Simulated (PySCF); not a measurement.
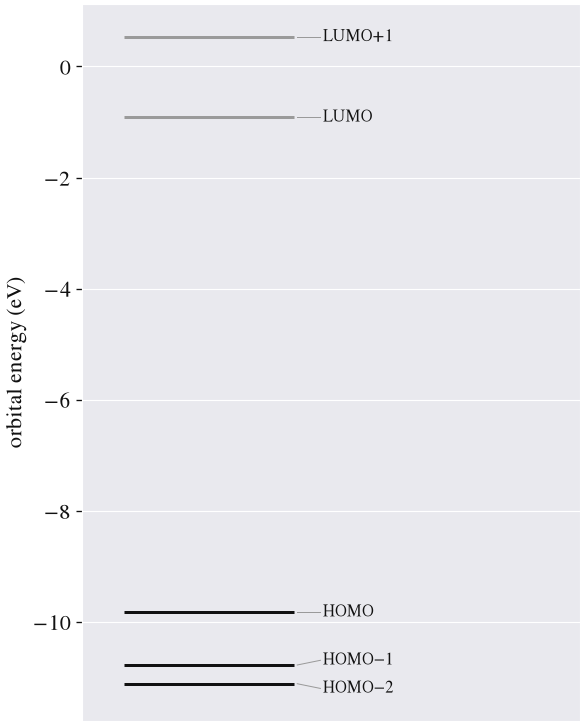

Kohn-Sham orbital energies near the frontier, BHandHLYP/def2-SVPD with PySCF, at a PBE0-D3(BJ)/def2-SVP geometry (no frequency check), isolated molecule; empty levels in grey, levels within 0.03 eV side by side.

Question: Which molecule has this level scheme?
A. C₂H₄BFO₂, SMILES FB1OCCO1
B. AlH₂Cl, SMILES [AlH2][Cl], singlet

Answer: B. HOMO −9.83 eV, LUMO −0.92 eV, separation 8.91 eV.

Known limits of this run: empty levels above zero depend strongly on the basis.
